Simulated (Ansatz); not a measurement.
The reference is BP in the zinc blende structure (space group F-43m, No. 216; a = 4.5202 Å).

Modification: every lattice vector is stretched by 0.50 %; the atoms relax in the strained cell.

Level of theory: Ansatz (a quantum-chemistry and plane-wave program) PBEsol, spin-orbit coupling left out.

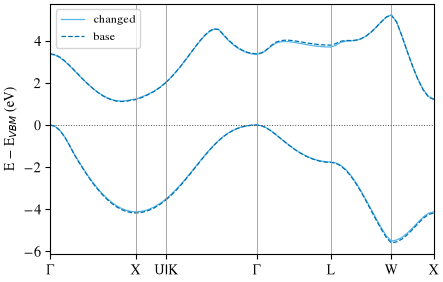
Figure. Highest valence and lowest conduction band along the path, each from its own valence-band maximum

The gap is 1.13 eV, indirect, Γ → Γ–X (83 % along); the base has 1.11 eV.

No phonon test of stability was made.
